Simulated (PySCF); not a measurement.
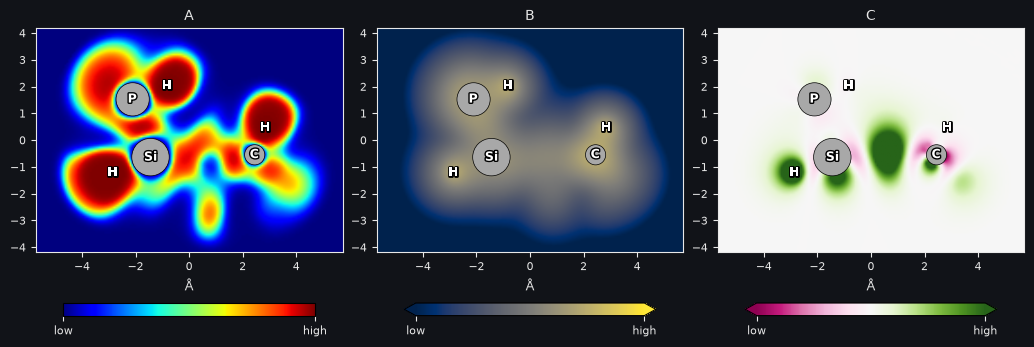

C$_{2}$H$_{9}$PSi$_{2}$ (charge −1, doublet): 3 fields on the plane of atoms P5, Si4 and H11, with unlabelled colour scales. Grey discs cover the atomic cores.

Geometry: GFN2-xTB.

The calculation used PySCF 2.14.0, density-fitted response routines, UKS B3LYP, pcH-1 on C H P Si, non-relativistic, mean-field spin-orbit, GIAO.

The panels show electron density, electron localisation function and spin density in some order. Assign them.

Panel A: electron localisation function. Panel B: electron density. Panel C: spin density (confined to the atoms that carry the unpaired spin). From the grid: Si–P (2.26 Å): ρ is about 0.71 e/Å³ halfway, with its minimum of 0.61 e/Å³ about 0.8 Å from Si; the ELF peaks at about 0.95 between the atoms: a shared electron pair.
